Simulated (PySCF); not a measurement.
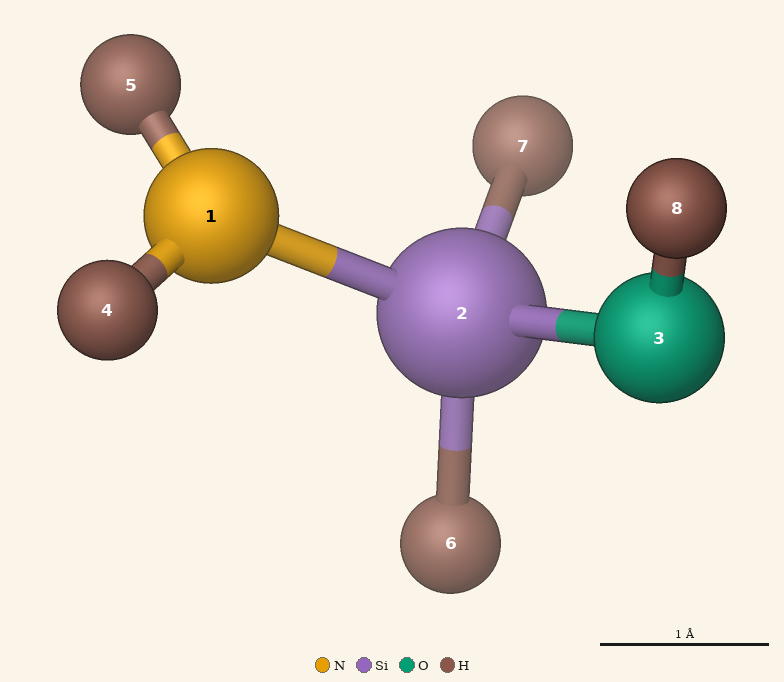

Orthographic view. Distant atoms are faded towards the background colour. The geometry was computed by an optimisation with PBE0-D3(BJ)/def2-SVP. No frequency run is at hand to confirm it as a minimum.

Write the connection table.

N1: Si2, H4, H5
Si2: N1, O3, H6, H7
O3: Si2, H8
H4: N1
H5: N1
H6: Si2
H7: Si2
H8: O3
